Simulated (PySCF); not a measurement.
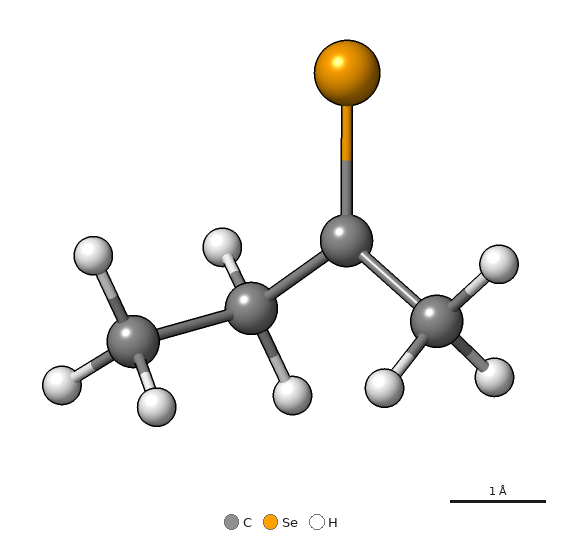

C$_{4}$H$_{8}$Se, before the relaxation. A ball-and-stick model, seen at a tilt.

The start comes from GFN2-xTB.

The calculation used PBE0-D3(BJ)/def2-SVP geometry optimisation, gas phase (PySCF).

```xyz
13

C    -1.5845   -0.2017    0.4082
C    -0.6158    0.4112   -0.6100
C     0.7266    0.6179    0.0121
C     1.6661   -0.5321   -0.0352
Se    1.1435    2.1385    0.8142
H    -2.5750   -0.2906   -0.0300
H    -1.2514   -1.1897    0.7169
H    -1.6479    0.4336    1.2891
H    -0.5340   -0.2508   -1.4753
H    -1.0213    1.3706   -0.9359
H     1.8907   -0.7855   -1.0726
H     1.2038   -1.4110    0.4170
H     2.5948   -0.3099    0.4838
```

Q: Where does the relaxation end?

A: Se5 moves most after the best rigid fit: 0.12 Å. Largest moves by element: Se 0.12 Å, H 0.07 Å, C 0.03 Å. Some distances before and after: C1–H6 1.087 → 1.100 Å, C2–C3 1.494 → 1.502 Å, C3–C4 1.486 → 1.492 Å. The energy falls by 0.69 kcal/mol in 2 geometry steps. Largest force component: 0.47 eV/Å at the start, 0.015 eV/Å at the end. The run took roughly 20 core-seconds on a shared host.

The structure at the end:

```xyz
13

C    -1.5815   -0.2200    0.4090
C    -0.6209    0.4333   -0.5873
C     0.7429    0.6461    0.0059
C     1.6570   -0.5334   -0.0221
Se    1.2114    2.1903    0.7271
H    -2.5723   -0.3570   -0.0486
H    -1.2250   -1.2079    0.7386
H    -1.6987    0.4148    1.2998
H    -0.5285   -0.2100   -1.4808
H    -1.0325    1.4008   -0.9078
H     1.9064   -0.7776   -1.0704
H     1.1518   -1.4260    0.3866
H     2.5854   -0.3528    0.5322
```

The end point in the same view:

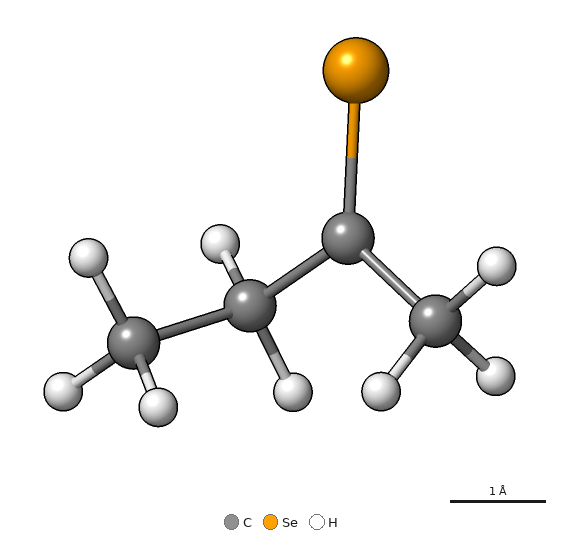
